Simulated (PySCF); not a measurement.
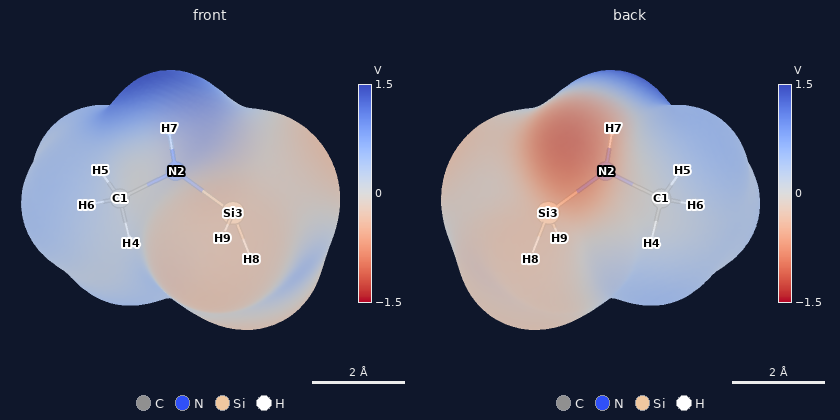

The picture shows: CH6NSi (doublet). The molecular electrostatic potential painted on the density surface at 0.001 e/bohr³, seen from the front and from behind; red is negative and blue positive.

Geometry: GFN2-xTB.

These are results of UKS B3LYP, pcH-1 on C H N Si, non-relativistic, mean-field spin-orbit, GIAO in PySCF, not measurements.

```xyz
9

C    -1.0783   -0.3406   -0.0835
N    -0.0905    0.7132   -0.1669
Si    1.5941    0.4152   -0.0122
H    -0.6727   -1.2401   -0.5422
H    -1.9817   -0.0522   -0.6249
H    -1.3563   -0.5801    0.9501
H    -0.4608    1.5916    0.1619
H     1.9630   -0.5647   -1.0244
H     2.0967    0.0635    1.3169
```

Q: Where is the surface potential most negative and most positive?

A: The most negative region (about −1.0 V) lies over N2, the most positive (about +1.3 V) over H7.
